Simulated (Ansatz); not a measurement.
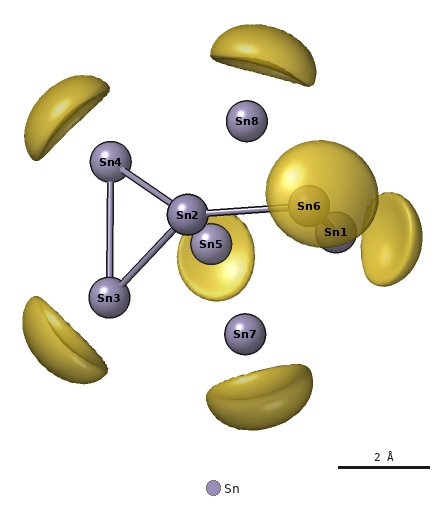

Sn5···Sn···Sn···Sn. Isosurface of the ELF at 0.75 (yellow), seen at an oblique angle. Only the valence region is drawn (cores and ρ < 0.01 e/Å³ removed).

Geometry: PBE-D4/def2-SVP; core potentials replace the inner electrons of Sn.

Computed with Ansatz, RKS PBE0-D4/def2-TZVP.

```yaml
atoms:
  - { symbol: Sn, position_ang: [-0.9052, 2.4259, -0.3452] }
  - { symbol: Sn, position_ang: [0.7441, -0.8865, -1.0596] }
  - { symbol: Sn, position_ang: [-0.8777, -2.6733, 0.7037] }
  - { symbol: Sn, position_ang: [1.7965, -1.5698, 1.6470] }
  - { symbol: Sn, position_ang: [-0.7748, 0.1856, 1.9143] }
  - { symbol: Sn, position_ang: [0.4257, 1.4111, -2.7062] }
  - { symbol: Sn, position_ang: [-2.3002, -0.3135, -0.8366] }
  - { symbol: Sn, position_ang: [1.8916, 1.4205, 0.6826] }
```

Question: Describe the localisation domains.

Answer: At this value the surface marks out seven lobes on Sn, pointing away from the bonds (lone pairs). Profiles from the grid: Sn2···Sn7 (3.11 Å): the ELF dips to about 0.20 between them. Sn–Sn (2.84 Å): the ELF reaches about 0.50 near the midpoint.
